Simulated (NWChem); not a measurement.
# SiH2F2 (SMILES F[SiH2]F) at B3LYP/6-31G(d) (spherical functions)

Aim: the vertical electron affinity of SiH2F2 at B3LYP/6-31G* (spherical functions), from 2 runs. The job is set up through an ASE script.

The calculation is run with NWChem 7.3.0.

3 further runs of the same task are left out: 3 set aside as unsound or not needed.

### Step 1. Starting point

The species is SiH2F2 (5 atoms), meant as a singlet with charge 0. SMILES: `F[SiH2]F`. The shape is that of a PBE0-D4/def2-TZVP optimisation.

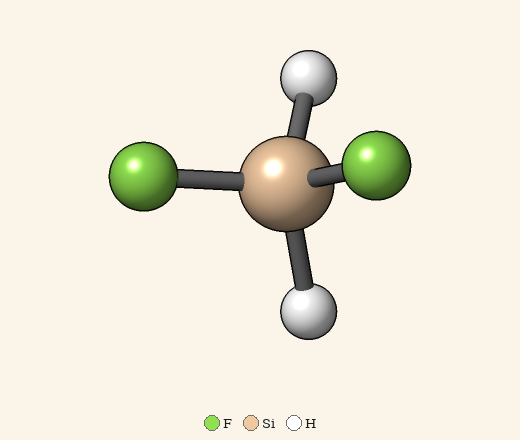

Viewed from a chosen angle; fluorine green, silicon light orange, hydrogen white.

### Step 2. Energy and forces at B3LYP/6-31G(d) (spherical functions)

run.py

```python
from ase import Atoms
from ase.calculators.nwchem import NWChem

mol = Atoms(['F', 'Si', 'F', 'H', 'H'], positions=[
    [-1.079010, 0.538200, 0.980720],
    [-0.005220, -0.000540, -0.054090],
    [1.247630, -0.520590, 0.766910],
    [-0.590470, -1.138740, -0.786300],
    [0.427070, 1.121680, -0.907250],
])

calc = NWChem(
    label='a',
    theory='dft',
    memory='2200 mb',
    basis='6-31G*',
    basispar='spherical bse',
    dft={'xc': 'b3lyp', 'mult': '1', 'grid': 'xfine', 'convergence': 'energy 1e-08', 'iterations': '100', 'mulliken': None},
)
mol.calc = calc

forces = mol.get_forces()
print("Total energy (eV):", round(mol.get_potential_energy(), 6))
print("forces (eV/A):")
for s, f in zip(mol.symbols, forces):
    print(f"{s:2s} {f[0]:10.5f} {f[1]:10.5f} {f[2]:10.5f}")
print("dipole (e A):", mol.get_dipole_moment().round(4))
```

The run is started by

```bash
$ export ASE_NWCHEM_COMMAND="nwchem PREFIX.nwi > PREFIX.nwo"
$ python run.py
```

Output:

```text
Total energy (eV): -13346.772514
forces (eV/A):
F    -0.47169    0.23556    0.43411
Si   -0.05466   -0.00596   -0.56909
F     0.54615   -0.22765    0.34036
H    -0.02443   -0.03327   -0.10094
H     0.00463    0.03126   -0.10444
dipole (e A): [-0.0283 -0.0029 -0.293 ]
```

The calculator wrote a.nwi:

```
title "a"

permanent_dir a

scratch_dir a

start a

geometry units angstrom nocenter noautosym noautoz
  F  -1.0790100000000000e+00 5.3820000000000001e-01 9.8072000000000004e-01
  Si -5.2199999999999998e-03 -5.4000000000000001e-04 -5.4089999999999999e-02
  F  1.2476300000000000e+00 -5.2059000000000000e-01 7.6690999999999998e-01
  H  -5.9047000000000005e-01 -1.1387400000000001e+00 -7.8630000000000000e-01
  H  4.2707000000000001e-01 1.1216800000000000e+00 -9.0725000000000000e-01
end

memory 2200 mb

basis spherical bse noprint
   * library 6-31G*
end

dft
  xc b3lyp
  mult 1
  grid xfine
  convergence energy 1e-08
  iterations 100
  mulliken
end

task dft gradient
```

a.nwo:

```text
Northwest Computational Chemistry Package (NWChem) 7.3.0
             --------------------------------------------------------

           Job information
           ---------------

    nwchem branch   = 7.3.0
    use scalapack   = T
    input           = a.nwi
    prefix          = a.
    data base       = a/a.db
    status          = startup
    nproc           =        1

           Memory information
           ------------------

    heap     =     72089594 doubles =      550.0 Mbytes
    stack    =     72089599 doubles =      550.0 Mbytes
    global   =    144179200 doubles =     1100.0 Mbytes (distinct from heap & stack)
    total    =    288358393 doubles =     2200.0 Mbytes
    verify   = yes
    hardfail = no

           Directory information
           ---------------------

  0 permanent = a
  0 scratch   = a

[... 92 lines left out ...]
  convergence criterion.
[... 17 lines left out ...]
          Convergence on gradient requested:  5.00D-04
[... 26 lines left out ...]
          Convergence aids based upon iterative change in
[... 28 lines left out ...]
 1-e energy   =    -915.989252
[... 39 lines left out ...]
         Total DFT energy =     -490.484847133222
[... 2 lines left out ...]
    Exchange-Corr. energy =      -42.762405023206
[... 418 lines left out ...]
          Convergence on energy requested:  1.00D-08
[... 24 lines left out ...]
          Spatial weights used:  Erf1
[... 4 lines left out ...]
          total energy or number of iterations.
[... 21 lines left out ...]
                                         a

  charge          =   0.00
  wavefunction    = closed shell

                         DFT ENERGY GRADIENTS

    atom               coordinates                        gradient
                 x          y          z           x          y          z
   1 F      -2.039033   1.017051   1.853292    0.009173  -0.004581  -0.008442
   2 Si     -0.009864  -0.001020  -0.102215    0.001063   0.000116   0.011067
   3 F       2.357679  -0.983772   1.449250   -0.010621   0.004427  -0.006619
   4 H      -1.115827  -2.151907  -1.485892    0.000475   0.000647   0.001963
   5 H       0.807045   2.119668  -1.714454   -0.000090  -0.000608   0.002031

                 ----------------------------------------
                 |  Time  |  1-e(secs)   |  2-e(secs)   |
                 ----------------------------------------
                 |  CPU   |       0.00   |       0.62   |
                 ----------------------------------------
                 |  WALL  |       0.00   |       0.62   |
                 ----------------------------------------

 Task  times  cpu:        6.5s     wall:        6.5s
 Total times  cpu:        6.5s     wall:        6.5s
```

Run time: 7.5 s. Hardware: 1 thread of Intel Xeon 6975P-C (Granite Rapids), shared host; peak memory 0.13 GiB.

### Step 3. The doublet anion: the energy at UB3LYP/6-31G(d) (spherical functions)

run.py

```python
from ase import Atoms
from ase.calculators.nwchem import NWChem

molecule = Atoms(['F', 'Si', 'F', 'H', 'H'], positions=[
    [-1.079010, 0.538200, 0.980720],
    [-0.005220, -0.000540, -0.054090],
    [1.247630, -0.520590, 0.766910],
    [-0.590470, -1.138740, -0.786300],
    [0.427070, 1.121680, -0.907250],
])

calc = NWChem(
    label='test',
    theory='dft',
    memory='2200 mb',
    basis='6-31G*',
    basispar='spherical bse',
    charge=-1,
    dft={'xc': 'b3lyp', 'mult': '2', 'grid': 'xfine', 'convergence': 'energy 1e-08', 'iterations': '100', 'mulliken': None},
    task='energy',
)
molecule.calc = calc

print("Total energy (eV):", round(molecule.get_potential_energy(), 6))
```

The run is started by

```bash
$ export ASE_NWCHEM_COMMAND="nwchem PREFIX.nwi > PREFIX.nwo"
$ python run.py
```

Output:

```text
Total energy (eV): -13343.88318
```

The calculator wrote test.nwi:

```
title "test"

permanent_dir test

scratch_dir test

start test

geometry units angstrom nocenter noautosym noautoz
  F  -1.0790100000000000e+00 5.3820000000000001e-01 9.8072000000000004e-01
  Si -5.2199999999999998e-03 -5.4000000000000001e-04 -5.4089999999999999e-02
  F  1.2476300000000000e+00 -5.2059000000000000e-01 7.6690999999999998e-01
  H  -5.9047000000000005e-01 -1.1387400000000001e+00 -7.8630000000000000e-01
  H  4.2707000000000001e-01 1.1216800000000000e+00 -9.0725000000000000e-01
end

charge -1

memory 2200 mb

basis spherical bse noprint
   * library 6-31G*
end

dft
  xc b3lyp
  mult 2
  grid xfine
  convergence energy 1e-08
  iterations 100
  mulliken
end

task dft energy
```

test.nwo:

```text
Northwest Computational Chemistry Package (NWChem) 7.3.0
             --------------------------------------------------------

           Job information
           ---------------

    nwchem branch   = 7.3.0
    use scalapack   = T
    input           = test.nwi
    prefix          = test.
    data base       = test/test.db
    status          = startup
    nproc           =        1

           Memory information
           ------------------

    heap     =     72089596 doubles =      550.0 Mbytes
    stack    =     72089601 doubles =      550.0 Mbytes
    global   =    144179200 doubles =     1100.0 Mbytes (distinct from heap & stack)
    total    =    288358397 doubles =     2200.0 Mbytes
    verify   = yes
    hardfail = no

           Directory information
           ---------------------

  0 permanent = test
  0 scratch   = test

[... 92 lines left out ...]
  convergence criterion.
[... 17 lines left out ...]
          Convergence on gradient requested:  5.00D-04
[... 26 lines left out ...]
          Convergence aids based upon iterative change in
[... 30 lines left out ...]
 1-e energy   =    -942.930112
[... 66 lines left out ...]
         Total DFT energy =     -490.378666050850
[... 2 lines left out ...]
    Exchange-Corr. energy =      -42.995452776739
[... 359 lines left out ...]
                     DFT Final Beta Molecular Orbital Analysis
[... 423 lines left out ...]
     --------------------------
     Expectation value of S2:
     --------------------------
      <S2> =      0.7513 (Exact =     0.7500)

 center of mass
 --------------
 x =   0.08040350 y =   0.00840117 z =   0.83333534

 moments of inertia (a.u.)
 ------------------
         110.650099307468          79.365784665957          11.129322072113
          79.365784665957         249.489874113020          -7.810235522376
          11.129322072113          -7.810235522376         233.297602347376

     Multipole analysis of the density
     ---------------------------------

     L   x y z        total         alpha         beta         nuclear
     -   - - -        -----         -----         ----         -------
     0   0 0 0     -1.000000    -18.000000    -17.000000     34.000000

     1   1 0 0     -0.003176     -1.182606     -1.241498      2.420928
[... 8 lines of this table left out ...]
     2   0 0 2    -22.070897    -40.316627    -36.862915     55.108645

 Task  times  cpu:        8.9s     wall:        8.9s
 Total times  cpu:        8.9s     wall:        8.9s
```

Run time: 9.9 s. Hardware: 1 thread of Intel Xeon 6975P-C (Granite Rapids), shared host; peak memory 0.13 GiB.

### Step 4. Results

At B3LYP/6-31G* (spherical functions):

```
                                         quantity          value
                     singlet SiH2F2: total energy  -490.48485 Eh
                    singlet SiH2F2: dipole moment         1.41 D
                      singlet SiH2F2: HOMO energy       -9.46 eV
                      singlet SiH2F2: LUMO energy        0.67 eV
                    singlet SiH2F2: HOMO–LUMO gap       10.12 eV
         singlet SiH2F2: largest force on an atom     0.683 eV/Å
                      doublet anion: total energy  -490.37867 Eh
doublet anion: HOMO energy (highest over α and β)        5.14 eV
 doublet anion: LUMO energy (lowest over α and β)        6.83 eV
                              doublet anion: ⟨S²⟩          0.751
vertical electron affinity (to the doublet anion)      -2.889 eV
```

In words: The anion lies 2.89 eV (67 kcal/mol) above the neutral: the electron isn't bound at this level, and such a value depends on the basis. Without diffuse functions anions come out too high. The largest force (singlet SiH2F2) is 0.68 eV/Å: the shape isn't a stationary point for this species at this level. Mulliken charges (singlet SiH2F2) run from -0.39 on F1 to +0.99 on Si2; they depend strongly on the basis. The HOMO (doublet anion) lies at positive energy, 5.14 eV; only total energies tell whether the electron is bound.
